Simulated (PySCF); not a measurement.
# Run report: CH5AsSi, single-point calculation

CH5AsSi, computed with HF/STO-3G, RHF (PySCF 2.14.0).

The geometry comes from this level: PBE0-D4/def2-TZVP.

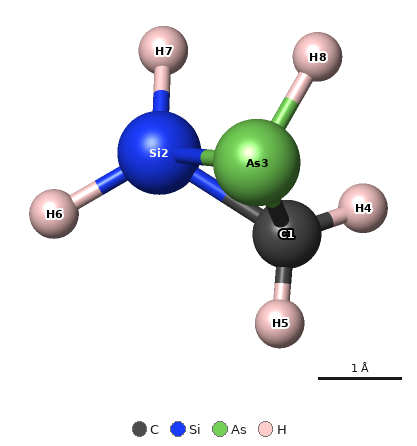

**Figure 1.** The structure as given in the input (ball-and-stick view, seen at a tilt; atoms are numbered from 1 in the order of the input). Bond lengths as drawn: As–C 2.05 Å, As–H 1.53 Å, As–Si 2.32 Å, C–H 1.08 to 1.09 Å, C–Si 1.84 Å and H–Si 1.48 Å.

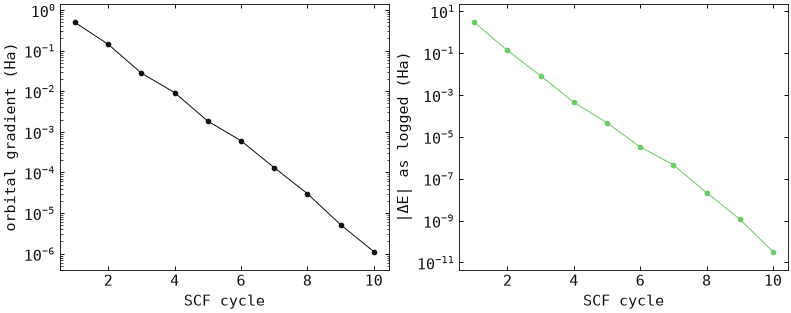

**Figure 2.** Convergence of the self-consistent field: orbital gradient and size of the energy change against the SCF cycle. The residual falls at every step.

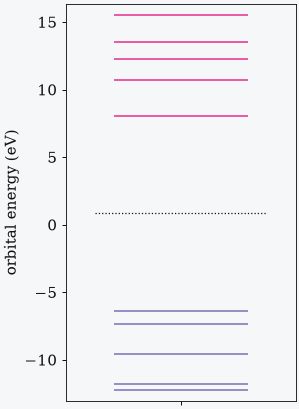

**Figure 3.** Orbital energies near the frontier; the dotted line parts filled from empty levels, and levels within 0.02 eV of each other stand side by side. Highest filled −6.40 eV, lowest empty 8.08 eV, 14.48 eV apart.

The input and output of the run follow.

**Input file (job.py)**
```python
from pyscf import gto, scf

mol = gto.M(
    atom='''
C     -0.770300     0.017900    -0.576000
Si     0.707800     0.663100     0.315700
As    -0.538100    -1.122700     1.107200
H     -0.667200    -0.524000    -1.509300
H     -1.690700     0.591800    -0.522300
H      0.581300     1.973900     0.990500
H      2.040800     0.422300    -0.277100
H      0.428400    -2.079400     0.415600
''',
    verbose=4,
    max_memory=1860,
    basis='sto-3g',
)

calc0 = scf.RHF(mol)
calc0.conv_tol = 1e-10
calc0.kernel()
if not calc0.converged:
    calc0 = calc0.newton().run(calc0.mo_coeff, calc0.mo_occ)

energy = calc0.e_tot
print('Final energy', energy)
```

Launched with:
```bash
OMP_NUM_THREADS=1 python job.py
```

**What the program printed**
```
PySCF version 2.14.0

[INPUT] num. atoms = 8
[INPUT] num. electrons = 58
[INPUT] charge = 0
[INPUT] spin (= nelec alpha-beta = 2S) = 0
[INPUT] symmetry False subgroup None
[INPUT] Mole.unit = angstrom
[INPUT] Symbol           X                Y                Z      unit          X                Y                Z       unit  Magmom
[INPUT]  1 C     -0.770300000000   0.017900000000  -0.576000000000 AA   -1.455656033752   0.033826097630  -1.088482247749 Bohr   0.0
[INPUT]  2 Si     0.707800000000   0.663100000000   0.315700000000 AA    1.337548150967   1.253077393199   0.596586537525 Bohr   0.0
[INPUT]  3 As    -0.538100000000  -1.122700000000   1.107200000000 AA   -1.016861627628  -2.121595520049   2.092304765118 Bohr   0.0
[INPUT]  4 H     -0.667200000000  -0.524000000000  -1.509300000000 AA   -1.260825270310  -0.990216489272  -2.852163639806 Bohr   0.0
[INPUT]  5 H     -1.690700000000   0.591800000000  -0.522300000000 AA   -3.194959958802   1.118339920518  -0.987003954860 Bohr   0.0
[INPUT]  6 H      0.581300000000   1.973900000000   0.990500000000 AA    1.098497796210   3.730130397279   1.871773726382 Bohr   0.0
[INPUT]  7 H      2.040800000000   0.422300000000  -0.277100000000 AA    3.856553075012   0.798031342404  -0.523643109117 Bohr   0.0
[INPUT]  8 H      0.428400000000  -2.079400000000   0.415600000000 AA    0.809558671764  -3.929496503421   0.785370177369 Bohr   0.0

nuclear repulsion = 245.567892021712
number of shells = 21
number of NR pGTOs = 111
number of NR cGTOs = 37
basis = sto-3g
ecp = {}

******** <class 'pyscf.scf.hf.RHF'> ********
method = RHF
initial guess = minao
damping factor = 0
level_shift factor = 0
DIIS = <class 'pyscf.scf.diis.CDIIS'>
diis_start_cycle = 1
diis_space = 8
diis_damp = 0
SCF conv_tol = 1e-10
SCF conv_tol_grad = None
SCF max_cycles = 50
direct_scf = True
direct_scf_tol = 1e-13
Set gradient conv threshold to 1e-05
Initial guess from minao.
init E= -2532.14963745294
  HOMO = -0.383146643769023  LUMO = -0.0193789979076241  gap/eV = 9.89862
cycle= 1 E= -2535.03146298667  delta_E= -2.88  |g|= 0.494  |ddm|=  3.3
  HOMO = -0.138262113199816  LUMO = 0.31096328141822  gap/eV = 12.22405
cycle= 2 E= -2535.1640498462  delta_E= -0.133  |g|= 0.143  |ddm|= 1.35
  HOMO = -0.22230634828103  LUMO = 0.303634738685438  gap/eV = 14.31159
cycle= 3 E= -2535.17221235485  delta_E= -0.00816  |g|= 0.0279  |ddm|= 0.288
  HOMO = -0.235046542173408  LUMO = 0.296622079816143  gap/eV = 14.46744
cycle= 4 E= -2535.17265585943  delta_E= -0.000444  |g|= 0.00926  |ddm|= 0.0658
  HOMO = -0.235652752882521  LUMO = 0.296509617209169  gap/eV = 14.48088
cycle= 5 E= -2535.17270209044  delta_E= -4.62e-05  |g|= 0.00184  |ddm|= 0.0224
  HOMO = -0.235275016456338  LUMO = 0.296883551945522  gap/eV = 14.48077
cycle= 6 E= -2535.1727054081  delta_E= -3.32e-06  |g|= 0.000605  |ddm|= 0.0065
  HOMO = -0.235331542277853  LUMO = 0.296878937618806  gap/eV = 14.48218
cycle= 7 E= -2535.17270586513  delta_E= -4.57e-07  |g|= 0.000132  |ddm|= 0.00287
  HOMO = -0.235347363095138  LUMO = 0.296869918594304  gap/eV = 14.48237
cycle= 8 E= -2535.17270588677  delta_E= -2.16e-08  |g|= 3.02e-05  |ddm|= 0.000625
  HOMO = -0.235342449969672  LUMO = 0.29686689046958  gap/eV = 14.48215
cycle= 9 E= -2535.17270588793  delta_E= -1.16e-09  |g|= 5.2e-06  |ddm|= 0.000152
  HOMO = -0.235342311647672  LUMO = 0.29686732012921  gap/eV = 14.48216
cycle= 10 E= -2535.17270588797  delta_E= -3.32e-11  |g|= 1.13e-06  |ddm|= 2.37e-05
  HOMO = -0.235342535681691  LUMO = 0.296867076630528  gap/eV = 14.48216
Extra cycle  E= -2535.17270588797  delta_E= -3.64e-12  |g|= 4.87e-07  |ddm|= 3.29e-06
converged SCF energy = -2535.17270588797
Final energy -2535.17270588797
```

**Summary**

```tsv
quantity	value
outcome	converged
total energy	−2535.172706 hartree
basis functions	37
HOMO	−6.40 eV
LUMO	8.08 eV
dipole moment	1.72 D
hardware	1 thread of Intel Xeon @ 2.70GHz, 189 GiB of memory available, shared host
wall time	0.89 s
peak memory	0.1 GiB
```
